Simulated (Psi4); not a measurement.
# InHF2 (SMILES [F][InH][F]): HSE06/def2-TZVP (core potential)

What is the vertical ionisation energy of InHF2 at HSE06/def2-TZVP (core potential)? 

The results are computed with Psi4 1.11.

2 further runs of the same task are left out: 2 set aside as unsound or not needed. Runs told in other sessions of the task aren't counted.

### Step 1. Starting point

InHF2: 4 atoms, total charge 0, spin state singlet. As SMILES, `[F][InH][F]`. The coordinates come from a PBE0-D4/def2-TZVP relaxation.

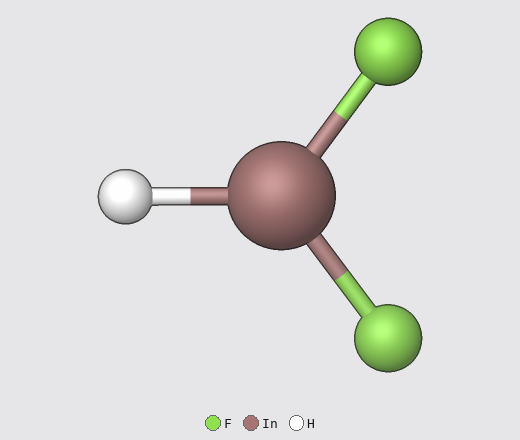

The structure, seen from a chosen angle (fluorine green, indium brown, hydrogen white).

### Step 2. Energy and gradient at HSE06/def2-TZVP (core potential)

Contents of f2hin.py:

```python
import psi4

psi4.set_memory(2200000000)
psi4.set_num_threads(1)
psi4.set_output_file('run.log', False)

geom = psi4.geometry("""
0 1
F     -1.694300    -0.668800     0.241700
In     0.043800     0.113800    -0.088400
F      1.340800    -1.004700     0.811200
H      0.365400     1.499400    -0.984800
symmetry c1
""")

psi4.set_options({
    'basis': 'def2-TZVP',
    'reference': 'rks',
    'puream': True,
    'e_convergence': 1e-09,
    'd_convergence': 1e-08,
    'scf_type': 'pk',
    'dft_radial_points': 99,
    'dft_spherical_points': 590,
})

result, w = psi4.gradient('hse06', return_wfn=True)
psi4.oeprop(w, 'WIBERG_LOWDIN_INDICES', 'LOWDIN_CHARGES', 'QUADRUPOLE')
print('gradient / Eh bohr^-1')
print(result.np.round(6))
print(f'energy = {w.energy():.10f} Eh')
for k, v in sorted(psi4.core.scalar_variables().items()):
    print(f'{k:45s} {v:18.10f}')
```

The run is started by

```bash
python f2hin.py
```

run.log, cut to the lines that bear on the results:

```text
[...]
    !!!  WARNING: ECP capability is in beta. Please check occupations closely.  !!!
[...]
  Running in c1 symmetry.
[...]
  Nuclear repulsion =  126.753633381027427
[...]
  Multiplicity = 1
[...]
  Nalpha       = 20
  Nbeta        = 20
[...]
    Number of basis functions: 118
[...]
   @RKS iter   1:  -390.16827479005121   -1.09355e+00   6.84941e-03 ADIIS/DIIS
[...]
   @RKS iter  11:  -390.38610887079187   -3.91083e-11   5.78670e-09 DIIS
[...]
    Orbital Energies [Eh]
    ---------------------
    Doubly Occupied:
       1A    -24.699286     2A    -24.699277     3A     -4.741339
       4A     -3.144369     5A     -3.131752     6A     -3.131465
       7A     -1.130074     8A     -1.128828     9A     -0.814108
      10A     -0.810008    11A     -0.809178    12A     -0.804579
      13A     -0.795878    14A     -0.469267    15A     -0.395805
      16A     -0.394035    17A     -0.382726    18A     -0.370904
      19A     -0.365484    20A     -0.351476
[...]
  @RKS Final Energy:  -390.38610887079187
   => Energetics <=
    Nuclear Repulsion Energy =            126.7536333810274272
    One-Electron Energy =                -868.1342330734660209
    Two-Electron Energy =                 380.4584538895013566
    DFT Exchange-Correlation Energy =     -29.4639630678546141
    Empirical Dispersion Energy =           0.0000000000000000
    VV10 Nonlocal Energy =                  0.0000000000000000
    Total Energy =                       -390.3861088707918725
[...]
  -Total Gradient:
     Atom            X                  Y                   Z
    ------   -----------------  -----------------  -----------------
       1        0.000550303831     0.000363136201    -0.000183406039
       2       -0.000158452304    -0.000640771422     0.000417413280
       3       -0.000350709813     0.000457902920    -0.000349138485
       4       -0.000057116877    -0.000249112683     0.000159582009
[...]
 Multipole Moments:
 ------------------------------------------------------------------------------------
     Multipole            Electronic (a.u.)      Nuclear  (a.u.)        Total (a.u.)
 ------------------------------------------------------------------------------------
 L = 1.  Multiply by 2.5417464519 to convert [e a0] to [Debye]
 Dipole X            :          3.2044414           -2.9377079            0.2667335
 Dipole Y            :         13.8118148          -12.6618980            1.1499168
 Dipole Z            :         -8.9337242            8.1899711           -0.7437530
 Magnitude           :                                                    1.3952147
 L = 2.  Multiply by 1.3450342976 to convert [e a0^2] to [Debye ang]
 Quadrupole XX       :       -180.7032074          150.5557246          -30.1474828
 Quadrupole XY       :          5.6687227           -5.5075707            0.1611520
[...]
```

On the terminal:

```text
gradient / Eh bohr^-1
[[ 5.50e-04  3.63e-04 -1.83e-04]
 [-1.58e-04 -6.41e-04  4.17e-04]
 [-3.51e-04  4.58e-04 -3.49e-04]
 [-5.70e-05 -2.49e-04  1.60e-04]]
energy = -390.3861088708 Eh
CURRENT ENERGY                                   -390.3861088708
CURRENT REFERENCE ENERGY                         -390.3861088708
DD SOLVATION ENERGY                                 0.0000000000
DFT FUNCTIONAL TOTAL ENERGY                      -390.3861088708
DFT TOTAL ENERGY                                 -390.3861088708
DFT VV10 ENERGY                                     0.0000000000
DFT XC ENERGY                                     -29.4639630679
GRID ELECTRONS ALPHA                               20.0000095874
GRID ELECTRONS BETA                                20.0000095874
GRID ELECTRONS TOTAL                               40.0000191748
NUCLEAR REPULSION ENERGY                          126.7536333810
ONE-ELECTRON ENERGY                              -868.1342330735
PCM POLARIZATION ENERGY                             0.0000000000
PE ENERGY                                           0.0000000000
SCF ITERATION ENERGY                             -390.3861088708
SCF ITERATIONS                                     11.0000000000
SCF TOTAL ENERGY                                 -390.3861088708
TWO-ELECTRON ENERGY                               380.4584538895
XC GRID RADIAL POINTS                              99.0000000000
XC GRID SPHERICAL POINTS                          590.0000000000
XC GRID TOTAL POINTS                           225605.0000000000
```

Run time: 70 s. Hardware: 1 thread of Intel Xeon Platinum 8259CL at 2.50GHz (Skylake/Cascade Lake), shared host; peak memory 0.86 GiB.

### Step 3. The doublet cation at the same level

Contents of f2hin.dat:

```
memory 2200 mb

molecule system {
  1 2
  F     -1.694300    -0.668800     0.241700
  In     0.043800     0.113800    -0.088400
  F      1.340800    -1.004700     0.811200
  H      0.365400     1.499400    -0.984800
  symmetry c1
}

set reference uks
set puream true
set e_convergence 1e-09
set d_convergence 1e-08
set scf_type pk
set dft_radial_points 99
set dft_spherical_points 590
set maxiter 100

result, w = gradient('hse06/def2-TZVP', return_wfn=True)
oeprop(w, 'MAYER_INDICES', 'MULLIKEN_CHARGES', 'DIPOLE', title='HSE06')
```

The run is started by

```bash
psi4 f2hin.dat f2hin.out -n 1
```

f2hin.out, cut to the lines that bear on the results:

```text
[...]
    !!!  WARNING: ECP capability is in beta. Please check occupations closely.  !!!
[...]
  Running in c1 symmetry.
[...]
  Nuclear repulsion =  126.753633381027427
[...]
  Multiplicity = 2
[...]
  Nalpha       = 20
  Nbeta        = 19
[...]
    Number of basis functions: 118
[...]
   @UKS iter   1:  -389.72332186691460   -6.48594e-01   6.15067e-03 DIIS/ADIIS
[...]
   @UKS iter  19:  -389.93271783370523    3.16959e-10   8.44736e-09 DIIS
[...]
   @S^2 Observed:                7.716301774E-01
[...]
  @UKS Final Energy:  -389.93271783370523
   => Energetics <=
    Nuclear Repulsion Energy =            126.7536333810274272
    One-Electron Energy =                -856.7767889309636757
    Two-Electron Energy =                 369.2524797952811468
    DFT Exchange-Correlation Energy =     -29.1620420790500816
    Empirical Dispersion Energy =           0.0000000000000000
    VV10 Nonlocal Energy =                  0.0000000000000000
    Total Energy =                       -389.9327178337052260
  UHF NO Occupations:
  HONO-2 :   18  A 1.9970944
  HONO-1 :   19  A 1.9923409
[...]
  -Total Gradient:
     Atom            X                  Y                   Z
    ------   -----------------  -----------------  -----------------
       1        0.000119572639    -0.005832981255     0.003938988403
       2        0.005357895598     0.023093035814    -0.014936669702
       3       -0.002751064062    -0.005517234511     0.003401661655
       4       -0.002745854137    -0.011826637063     0.007650156190
[...]
 Multipole Moments:
 ------------------------------------------------------------------------------------
     Multipole            Electronic (a.u.)      Nuclear  (a.u.)        Total (a.u.)
 ------------------------------------------------------------------------------------
 L = 1.  Multiply by 2.5417464519 to convert [e a0] to [Debye]
 Dipole X            :          3.2432929           -2.9377079            0.3055850
 Dipole Y            :         13.9785220          -12.6618980            1.3166240
 Dipole Z            :         -9.0415927            8.1899711           -0.8516216
 Magnitude           :                                                    1.5975420
[...]
```

Wall time 1.7 min (1 thread of Intel Xeon Platinum 8259CL at 2.50GHz (Skylake/Cascade Lake), shared host); peak memory 0.88 GiB.

### Step 4. Outcome

Level: HSE06/def2-TZVP (core potential).

| quantity | value |
| --- | --- |
| singlet InHF2: total energy | -390.38611 Eh |
| singlet InHF2: dipole moment | 3.55 D |
| singlet InHF2: HOMO energy | -9.56 eV |
| singlet InHF2: LUMO energy | -2.28 eV |
| singlet InHF2: HOMO–LUMO gap | 7.29 eV |
| singlet InHF2: largest force on an atom | 0.040 eV/Å |
| doublet cation: total energy | -389.93272 Eh |
| doublet cation: HOMO energy (highest over α and β) | -16.55 eV |
| doublet cation: LUMO energy (lowest over α and β) | -15.11 eV |
| doublet cation: ⟨S²⟩ | 0.772 |
| doublet cation: largest force on an atom | 1.441 eV/Å |
| vertical ionisation energy (to the doublet cation) | 12.337 eV |

What this shows: Removing an electron at fixed nuclei costs 12.34 eV (1190 kJ/mol). −ε(HOMO) before ionisation, 9.56 eV, is 2.77 eV below this ionisation energy.
